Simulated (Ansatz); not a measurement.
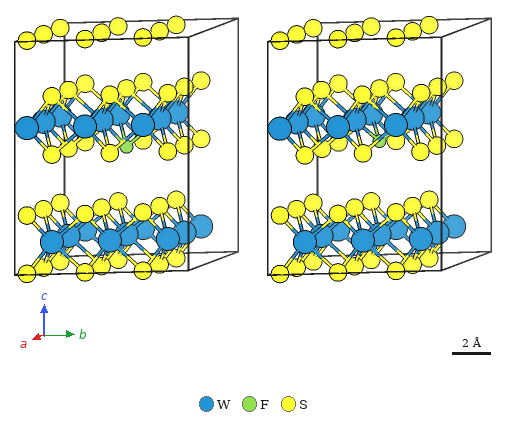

Two geometries of a defect cell of composition W₁₈S₃₅F (cell charge +1), drawn at one scale. One is the start of a relaxation, the other its converged end. Style: ball-and-stick. Shown: the cell of the calculation (origin shifted), slightly off an axis.

These are results of DFT, PBE, plane-wave PAW, default files, scalar-relativistic (Ansatz 0.2.0), not measurements. Set-up: plane-wave cutoff 420 eV; k-point mesh 3 × 3 × 2; occupations fermi dirac; smearing width 0.01 eV; no spin polarisation; atoms relaxed in a fixed cell; force threshold 0.03 eV/Å; at most 40 steps.

Question: Which geometry has the lower energy?

Answer: The right one is the relaxed one. The largest move is that of the F atom, 0.30 Å along +c. By element the largest moves are F 0.30 Å, S 0.04 Å, W 0.03 Å. The cell stays as it was. Near-neighbour distances that change, for instance: F–W 2.411 → 2.238 Å, W–W 3.180 → 3.217 Å, W–W 3.180 → 3.161 Å, S–W 2.411 → 2.394 Å. Bond angles that change, for instance: W–F–W 82.5° → 90.8°, F–W–S 80.8° → 74.7°, F–W–S 82.5° → 85.8°. Over 4 geometry steps the energy falls by 0.409 eV per cell of the calculation. Largest force component: 2.1 eV/Å at the start, 0.011 eV/Å at the end. Cost: 8.4 min on 4 threads of Arm Neoverse V1 (shared host), peak memory 6 GiB.

Limits of the set-up: the cell is charged, on a uniform background, and energies carry no finite-size correction.
